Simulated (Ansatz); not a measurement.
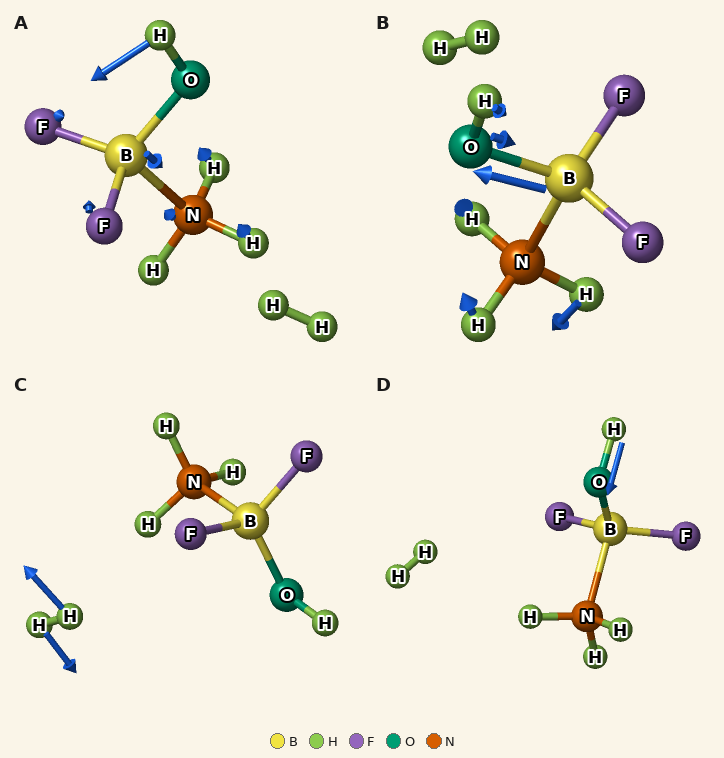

4 normal modes of one molecule or complex, as arrows. Harmonic vibrations computed with RKS PBE0-D4/def2-TZVP (Ansatz 0.2.0) at a stationary point of the same level.

> Match the panels to the wavenumbers 253 cm⁻¹, 662 cm⁻¹, 1254 cm⁻¹, 3927 cm⁻¹.

A: 662 cm⁻¹
B: 1254 cm⁻¹
C: 253 cm⁻¹
D: 3927 cm⁻¹, O–H stretching
